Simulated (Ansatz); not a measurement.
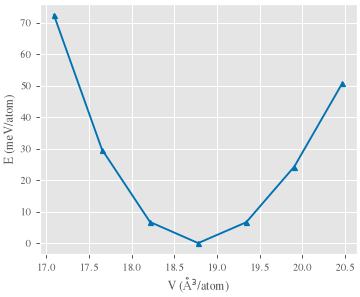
GePt in space group P6/mmm (No. 191; Pt on 3f, Ge on 1a, Ge on 2d) under volume change, PBE (plane waves, PAW; program Ansatz), shape and atoms relaxed at each volume.

### Question
What does a third-order Birch–Murnaghan fit give for V₀, B₀ and B′?

### Answer
V₀ = 18.77 Å³/atom, B₀ = 127 GPa, B′ = 5.5.

A made-up cell: these elements were put on the sites of a structure type; neither database checked (COD, Materials Project) lists it. COD files the formula under space group No. 62, so this cell is another polymorph or a model. Whether it is the stable phase at ambient conditions was not checked. The cell keeps a stress of up to 0.2 GPa. The cell was relaxed with PBE under the symmetry of its start; its stability against distortions is not shown here. The run is not spin-polarised. Scalar-relativistic: spin–orbit coupling is off unless named, which matters more the heavier the elements.

Potentials: the later of the program's two PAW sets.
